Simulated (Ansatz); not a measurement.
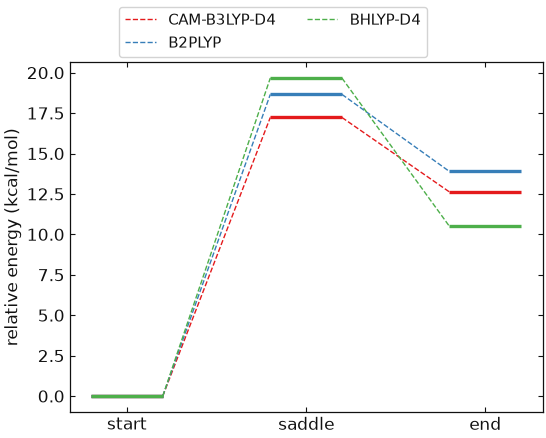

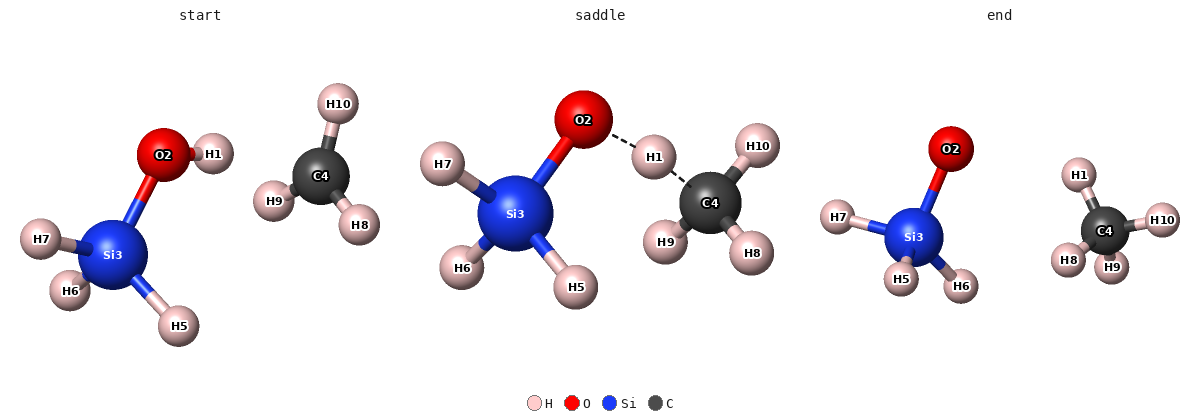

One elementary step of CH₇OSi, doublet: start, first-order saddle point (changing pairs dashed) and end. Electronic energies at PBE0-D4/def2-TZVP geometries, energies in def2-TZVPP, the Ansatz code 0.2.0; cores frozen in correlated methods, no zero-point terms. Start and end are the structures at the ends of the path (complexes, where there are several molecules). Lines between the levels only guide the eye.

In the step H1–C4 (2.21 → 1.20 → 1.09 Å) forms; H1–O2 (0.97 → 1.35 → 2.46 Å) breaks (lengths at start, saddle and end; changes of bond order aren't listed).

Q: Is the step uphill or downhill with CAM-B3LYP-D4?

A: Uphill by 12.6 kcal/mol in electronic energy, over a barrier of 17.2 kcal/mol.

Q: Give the barriers and step energies (kcal/mol).

A:
```tsv
level	barrier	reverse barrier	step energy
CAM-B3LYP-D4	17.2	4.6	12.6
B2PLYP	18.7	4.8	13.9
BHLYP-D4	19.7	9.2	10.5
```
